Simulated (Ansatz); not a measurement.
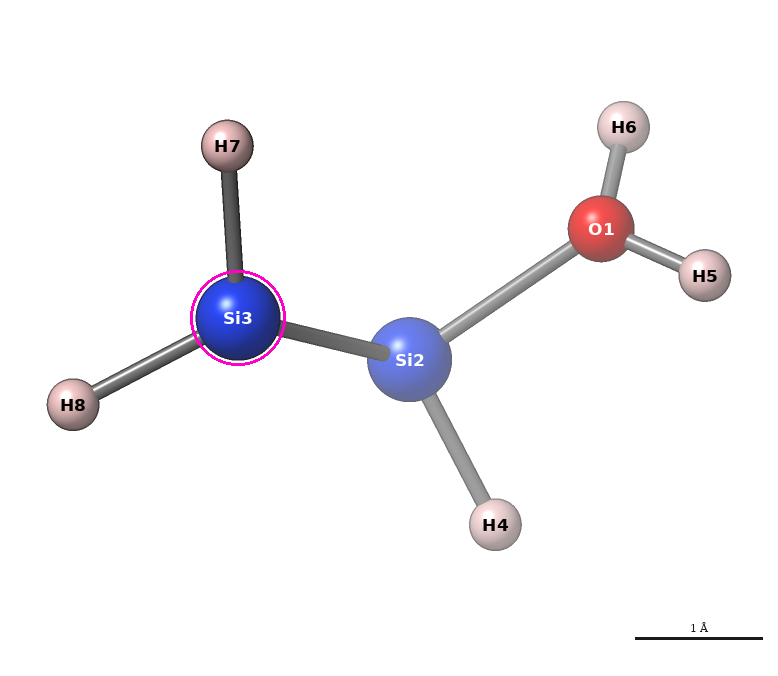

Orthographic view. Atoms fade into the background with distance from the viewer. Charge +1, singlet. The geometry was computed by an optimisation with PBE0-D4/def2-TZVP. No frequency run is at hand to confirm it as a minimum.

**Name the neighbours of the circled atom.**

The circled atom is Si3; it is bonded to Si2, H7, H8.

**Of Si2 and Si3, which is nearer the viewer?**

Si3; the bond to Si2 points away from the viewer, so it looks shorter than its 2.22 Å.

**What is the shortest path along bonds from the circled atom to H6?**

Si3–Si2–O1–H6, 3 bonds; through space the two are 3.90 Å apart.

**Which atom is nearest the viewer?**

H7, 1.5 Å in front of the mean position.
